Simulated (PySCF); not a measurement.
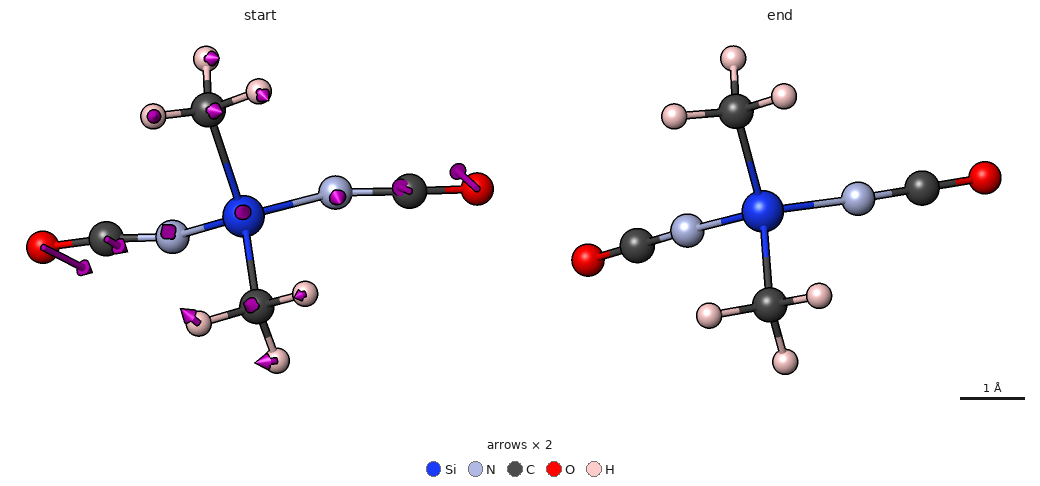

The structure of C4H6N2O2Si before (left) and after (right) a relaxation, at one scale. The purple arrows give the displacements, 2 times their true length.

Style: ball-and-stick. Shown at a tilt.

The start comes from GFN2-xTB. Its atoms were then displaced at random by about 0.03 Å.

All numbers below come from PBE0-D3(BJ)/def2-SVP geometry optimisation, gas phase in PySCF. 

Describe what moved and what it gained.

After 12 geometry steps the energy has fallen by 20.4 kcal/mol. The atom that moves furthest after the best rigid fit is an O atom (0.60 Å). Largest moves by element: O 0.60 Å, C 0.33 Å, H 0.22 Å, N 0.20 Å, Si 0.19 Å. Some distances before and after: C–Si 1.989 → 1.858 Å, C–H 1.015 → 1.101 Å, C–H 1.168 → 1.101 Å, N–Si 1.670 → 1.725 Å. Bond angles that change, for instance: Si–N–C 154.7° → 176.8°, Si–N–C 158.2° → 177.6°, N–C–O 166.2° → 179.5°. Cost: 110 s on 1 thread of Intel(R) Xeon(R) 6975P-C, on a shared host.
